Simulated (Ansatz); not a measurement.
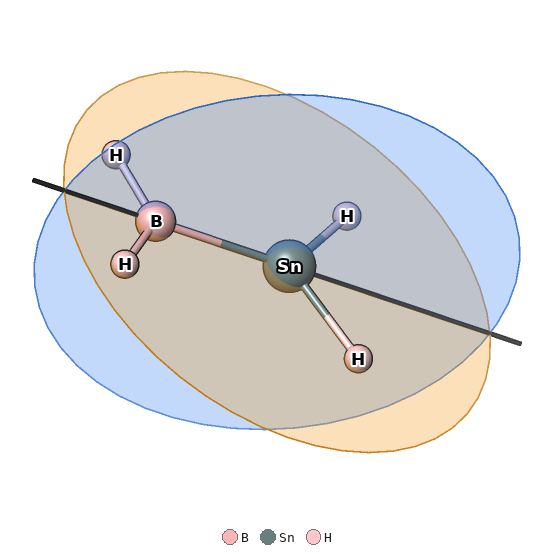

All proper rotation axes (lines) and mirror planes (discs) of the structure are drawn in. Depth is shown by fading: the farther an atom, the more it takes the colour of the background. State: neutral, doublet. Computed geometry: PBE-D4/def2-SVP optimisation. No frequency run is at hand to confirm it as a minimum.

### Name the symmetry elements and the point group.

It has 1 C2 axis and 2 mirror planes. Point group C2v. The group has 4 operations. The geometry is achiral, and symmetry allows a dipole moment.
